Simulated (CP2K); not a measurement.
Consider 3-silylpyridine at its PBE geometry (Å).

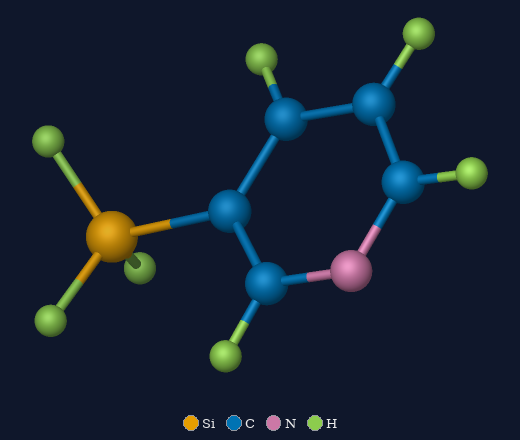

The molecule (silicon orange, carbon blue, nitrogen pink, hydrogen green).

```xyz
14

Si    2.3289    0.1257    0.1386
C     0.4714   -0.0609   -0.0044
C    -0.4064    0.9959    0.2955
C    -1.7824    0.8017    0.1827
C    -2.2485   -0.4509   -0.2265
N    -1.4415   -1.4836   -0.5254
C    -0.1181   -1.2724   -0.4136
H     2.9998   -0.9545   -0.6370
H     2.7428    1.4565   -0.3910
H     2.7678    0.0377    1.5619
H    -0.0201    1.9676    0.6101
H    -2.4853    1.6046    0.4042
H    -3.3208   -0.6392   -0.3229
H     0.5126   -2.1281   -0.6723
```

Method: CP2K XAS_TDP, all-electron GAPW, PBEh(45%), aug-pc-1, TDA, GW2X-corrected core level, no relativity.

**Question.** Where do the C K-edge lines lie, and how strong are they?

Leading lines: C2 285.70 eV, C3 286.22 eV, C4 286.56 eV, C5 286.76 eV and C7 286.74 eV. The leading line of an atom is its first one with 35 % of the strongest within 2.5 eV of its lowest line over the strength cut. Core ionisation energies at this level: C4 291.64, C5 292.45, C7 292.37, C2 290.89 and C3 292.02 eV.

The first six lines of each atom with a strength over 0.0015:

```csv
atom,energy (eV),states,"strength, one atom",above the computed threshold
C2 (bonded to 2 C and Si),285.70,1,0.0461,
,288.90,1,0.0127,
,289.50,1,0.0053,
,289.92,1,0.0035,
,290.80,1,0.0030,
,291.22,1,0.0019,yes
C3 (bonded to 2 C and H),286.22,1,0.0564,
,289.83,1,0.0125,
,290.90,1,0.0030,
,291.26,1,0.0029,
,291.62,1,0.0018,
,292.22,1,0.0031,yes
C4 (bonded to 2 C and H),286.56,1,0.0516,
,289.49,1,0.0115,
,290.59,1,0.0019,
,290.91,1,0.0030,
,291.38,1,0.0016,
,291.76,1,0.0022,yes
"C5 (bonded to C, N and H)",286.76,1,0.0575,
,290.50,1,0.0109,
,291.40,1,0.0035,
,291.83,1,0.0016,
,292.50,1,0.0033,yes
,292.71,1,0.0054,yes
"C7 (bonded to C, N and H)",286.74,1,0.0594,
,290.51,1,0.0112,
,291.32,1,0.0047,
,291.56,1,0.0027,
,293.03,1,0.0031,yes
,293.10,1,0.0048,yes
```

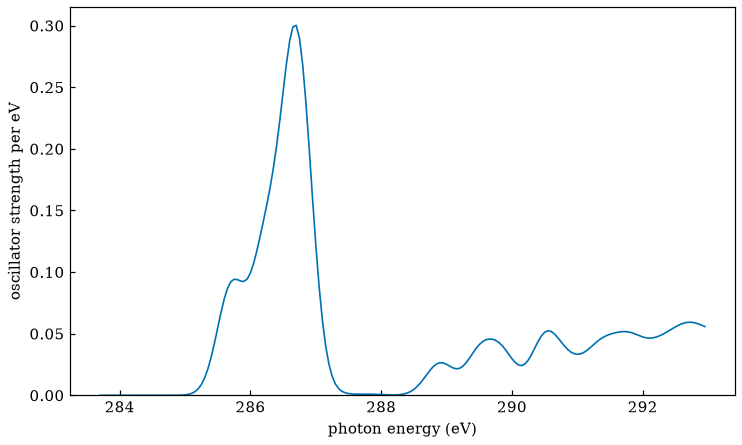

All atoms added, broadened by 0.5 eV.

Lines are vertical, at one geometry, with no vibrational structure. GW2X ionisation energies and lines can be off by 1 to 2 eV either way, and a good line position may hide errors that cancel. These values hold no scalar relativity, about 0.1 eV for C 1s. Rydberg lines, and the discretised continuum above threshold, depend on the basis and the box.

[Banner, clock and machine lines of the logs are left out without a mark of their own.]

[Logs are printed without paths, hosts, clocks, repeated set-up lines and the standing remarks that a program may print on its own settings, such as how far it seeks lower states.]

[Hosts, paths, dates, database ids (printed as entryN), source tags and the programs' standing remarks are cut or masked in the printed files.]
